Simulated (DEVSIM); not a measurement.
Structure: Ni/SiO2/n-Si capacitor, at 300 K.

```csv
layer (left to right),material,thickness (nm),Nd (cm⁻³)
1,SiO2,1.80,-
2,Si,10000,3.2e15
```

Metal gate on the left, work function 5.1 eV. Fixed charge at the semiconductor interface 1e11 cm⁻² (in units of +e); interface traps 6.1e10 cm⁻² eV⁻¹, uniform in energy, neutral level at 0.7 of the gap above the valence band.

Constants are typed, rounded textbook-type inputs, not results; the design itself was drawn at random and stands for no fabricated device. Values at 300 K.

| parameter | SiO2 | Si |
|---|---|---|
| gap (eV) | 9 | 1.124 |
| affinity (eV) | 0.9 | 4.05 |
| permittivity | 3.9 | 11.7 |
| Nc (cm⁻³) | - | 2.86e19 |
| Nv (cm⁻³) | - | 3.1e19 |

Simulated with DEVSIM: 1D Poisson equation in equilibrium, Boltzmann statistics, complete ionisation; no quantum confinement or tunnelling. Metal contacts follow the ideal Schottky-Mott rule: no Fermi-level pinning, no interface dipoles.

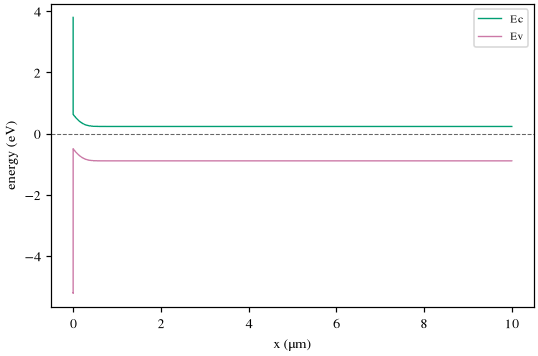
Figure. Band edges at 0.4 V on the gate

Energies count from the Fermi level of the right contact; mesh points crowd at the junctions.

```
x (μm)     Ec (eV)  Ev (eV)  n (cm⁻³)  p (cm⁻³)  field (V/cm)
---------  -------  -------  --------  --------  ------------
0.000        3.800   -5.200     < 1e2     < 1e2       -110000
0.0008432    3.791   -5.209     < 1e2     < 1e2       -110000
0.001609     3.782   -5.218     < 1e2     < 1e2       -110000
0.002849     0.628   -0.496     8.1e8    1.4e11        -19000
0.007175     0.620   -0.504     1.1e9    1.0e11        -19000
0.01538      0.604   -0.520     2.0e9    5.8e10        -18000
0.03278      0.573   -0.551     6.7e9    1.7e10        -18000
0.09573      0.472   -0.652    3.3e11     3.5e8        -14000
0.2151       0.335   -0.789    6.8e13   1700000         -8600
0.4683       0.241   -0.883    2.6e15     45000          -730
1.056        0.235   -0.889    3.2e15     36000           ≈ 0
3.122        0.235   -0.889    3.2e15     36000           ≈ 0
6.439        0.235   -0.889    3.2e15     36000           ≈ 0
8.369        0.235   -0.889    3.2e15     36000           ≈ 0
9.450        0.235   -0.889    3.2e15     36000           ≈ 0
9.758        0.235   -0.889    3.2e15     36000           ≈ 0
9.891        0.235   -0.889    3.2e15     36000           ≈ 0
9.953        0.235   -0.889    3.2e15     36000           ≈ 0
9.986        0.235   -0.889    3.2e15     36000           ≈ 0
9.995        0.235   -0.889    3.2e15     36000           ≈ 0
9.999        0.235   -0.889    3.2e15     36000           ≈ 0
10.00        0.235   -0.889    3.2e15     36000           ≈ 0
```
